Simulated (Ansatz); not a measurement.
Electronic density of states of amorphous In9Ga9Zn9O35F2, density 5.60 g/cm³, on a 2×2×2 Γ-centred mesh with a Gaussian width of 0.1 eV; energies count from the Fermi level, whose place inside the gap is arbitrary. Cell and mesh are small, so fine structure isn't converged. All values below come from PBE, scalar-relativistic without spin-orbit coupling (plane waves to 420 eV, PAW; Ansatz, a first-principles code). Sampling: a 2×2×2 Γ-centred mesh; Fermi-Dirac width 0.02 eV; no spin polarisation.

Preparation: random packing, a CHGNet melt and quench, and a DFT relaxation. O and F atoms were pushed apart under 1.9 Å during the dynamics, to hinder bonds among them. The hot cell started wider than the set density and was brought back towards it in steps. It is the lowest in DFT energy of 2 quenches. It is a model cell: composition and starting density were chosen by hand, and all elements were melted together. No dispersion term was used. Its density started from a set value of 5.84 and ended at 5.60 g/cm³. The simulated quench (nominally 210 K/ps over its main leg) is rapid and tends to freeze in more defects than a deposited or slowly cooled glass has. Values belong to this one cell and scatter from quench to quench. Volume and shape were free in the relaxation.

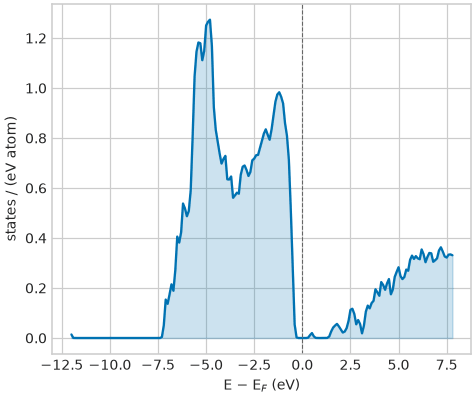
Figure: Density of states per atom

The gap on this mesh is 1.00 eV; the broadening fills part of it in the curve.
